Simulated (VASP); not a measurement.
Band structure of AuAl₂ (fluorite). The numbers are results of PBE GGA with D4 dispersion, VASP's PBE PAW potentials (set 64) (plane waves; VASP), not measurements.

Unless said otherwise, spin-orbit coupling is left out, though it shifts the bands of the heavy elements here.

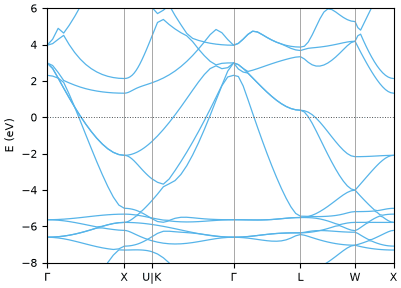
Figure. Bands along high-symmetry lines, zero at the valence-band maximum or, without a gap, the Fermi level

### Question
Read the plot: is there a gap, and where are the band edges?

### Answer
It has no gap at this level: it comes out as a metal or semimetal. (Edges off the drawn lines would not show.)

The compound is AuAl2 in the fluorite structure. It was relaxed first. The electron count is odd and the run is not spin-polarised, which forces a metal.
